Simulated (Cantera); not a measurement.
Input: 1 mol Ni, 0.59 mol H₂S, 7.9 mol H₂, at 160 Pa.

Cantera equilibrium calculation (NASA polynomials, part measured and part estimated; ideal gas, pure solids and liquids). Candidate condensed phases: Ni, NiS, NiS₂, Ni₃S₂, Ni₃S₄, S; 9 gas species. Metal and sulfide melt together well below either melting point, which pure phases cannot show. Mutual solubility and eutectic melting of coexisting phases are not modelled. Gases not in the tables: S₃ to S₇. The numbers say what is thermodynamically allowed, not how fast it happens.

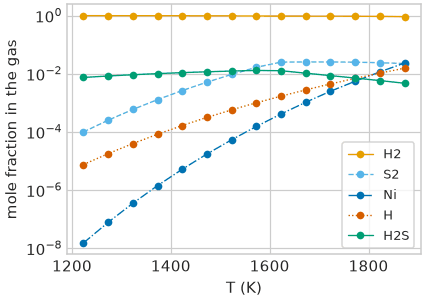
Figure. Equilibrium gas composition (values under 1e-9 drawn at 1e-9)

### Question
Read off the mole fractions at 1723 K.

### Answer
H₂ about 0.95, S₂ about 0.025, H₂S about 0.0086, H about 0.0044, Ni about 0.0025.
